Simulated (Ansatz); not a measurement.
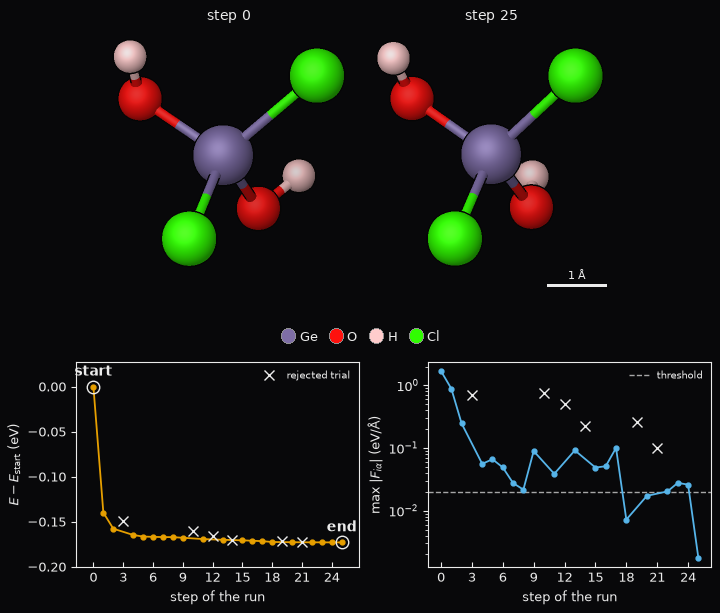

First and last geometry of a relaxation of GeH$_{2}$O$_{2}$Cl$_{2}$, with the history of the run. A ball-and-stick model, seen from a free direction.

The run prepares the start of a later molecular dynamics calculation, from a guessed geometry.

Method: RKS B3LYP-D4/def2-SVP (Ansatz). (no spin polarisation; force threshold 0.02 eV/Å; at most 40 steps)

Did the run converge, and what did it change?

It converged. The energy falls by 0.173 eV in 19 accepted moves (25 points after the start). The largest force component goes from 1.7 to 0.0018 eV/Å. The line search rejected the trial steps at points 3, 10, 12, 14, 19, 21 of the run. The forces were under the threshold at step 18, but the run went on from there. The atom that moves furthest after the best rigid fit is an H atom (0.52 Å). By element the largest moves are H 0.52 Å, Cl 0.25 Å, O 0.24 Å, Ge 0.13 Å. Some distances before and after: Cl–Ge 2.218 → 2.142 Å, H–O 1.010 → 0.969 Å, Ge–O 1.770 → 1.754 Å. Bond angles that change, for instance: Ge–O–H 109.5° → 113.5°, O–Ge–Cl 109.5° → 112.8°, O–Ge–Cl 109.5° → 112.3°. Groups turn about Ge–O by about 50°.
